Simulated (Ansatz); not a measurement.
```xyz
8

B     0.3411    1.7613   -0.3237
S    -0.5981    0.7173    0.7803
Si   -1.2293    2.2465    2.1972
Cl   -2.4074    1.3372    3.6400
H     0.8592    1.2252   -1.2658
H     0.4500    2.9467   -0.1330
H    -0.0437    2.8457    2.8581
H    -2.0369    3.2785    1.5016
```

Method: RKS B3LYP/def2-SVP in Ansatz 0.2.0.

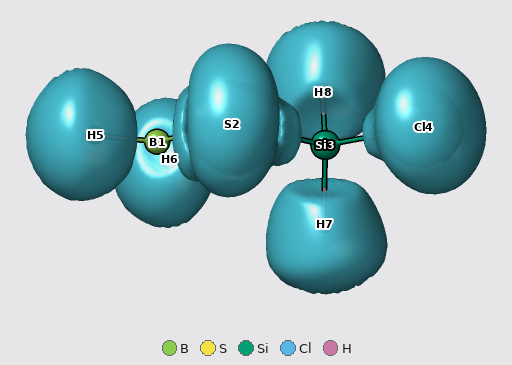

BClH₄SSi. Isosurface of the electron localisation function at 0.8 (cyan), seen from one side. Core shells and regions of very low density are left out.

**Describe the localisation domains.**

The surface consists of four regions around hydrogen nuclei, one region on Cl in which the atom's valence shell and bonds are merged and one region on S in which the atom's valence shell and bonds are merged. Profiles from the grid: B–S (1.79 Å): the ELF peaks at about 0.95 between the atoms, as expected for localised, covalent bonding. Si–Cl (2.07 Å): the ELF peaks at about 0.90 between the atoms (a shared but strongly polarised pair).
